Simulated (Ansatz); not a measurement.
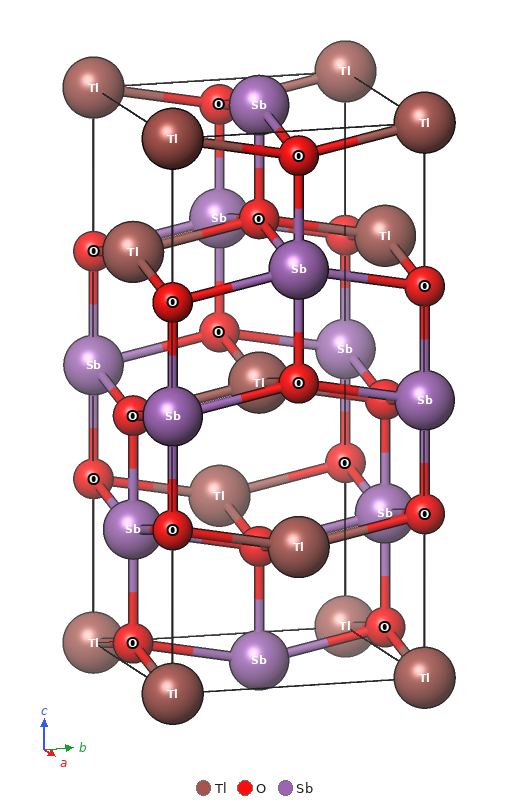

Figure: ball-and-stick view slightly off an axis. The outline marks the conventional unit cell.

TlSbO2, space group I4_1/amd (No. 141), a = 5.060 Å, b = 5.060 Å, c = 10.862 Å, α = 90.00°, β = 90.00°, γ = 90.00°. Origin of the cell: a structure type filled with these elements by a generator (whether the compound takes this form wasn't checked). Earlier steps of the study may have refined or changed the cell and positions. Ansatz was used for an electronic-structure calculation on it.

This one geometry was computed with Ansatz (DFT, plane waves, PAW) at three levels of theory: r2SCAN, PBE with spin-orbit coupling and PBE. It was relaxed beforehand with r2SCAN.

Which level gives the highest pressure at this volume, and what does that say about its equilibrium volume?

Answer. Highest: PBE with spin-orbit coupling (2.4 GPa) and PBE (2.7 GPa), which points to the largest equilibrium volume. Lowest, with the smallest volume: r2SCAN (0.0 GPa). Levels within 0.5 GPa of each other can't be told apart.

How does the band gap change with the level of theory?

Answer. PBE with spin-orbit coupling: a metal; PBE: a metal; r2SCAN: a gap of 0.11 eV, indirect.

Collect the results in a table.

Answer.
| level | cutoff (eV) | k-mesh of the run's cell | gap (eV) | pressure (GPa) |
| --- | --- | --- | --- | --- |
| r2SCAN | 500 | 8×8×8 | 0.11 | 0.0 |
| PBE with spin-orbit coupling | 420 | 8×8×8 | metal | 2.4 |
| PBE | 420 | 8×8×8 | metal | 2.7 |

Gaps are taken on the k-mesh or band path of each run.
